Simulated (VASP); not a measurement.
Energy against volume of CdSe (zinc blende). Calculation: optB88-vdW, VASP's PBE PAW potentials (set 64) (plane waves; VASP).

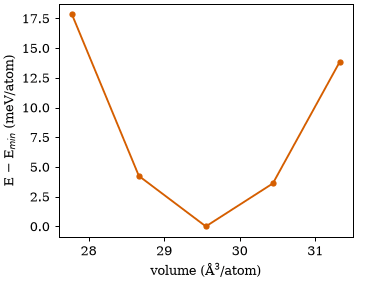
Figure. Energy against volume

Estimate the equilibrium volume and the bulk modulus.

The minimum lies near 29.6 Å³/atom, and the curvature gives B0 of about 47 GPa.

Measured: a 6.077 Å (computed value off by +1.8 %), as given by arXiv:1206.3780. The calculation is for a static lattice, while the measured a holds thermal and zero-point effects, which are part of the difference.

The compound is CdSe in the zinc blende structure, whereas wurtzite is the usual form. It was relaxed first, which changed the volume by +7 %.
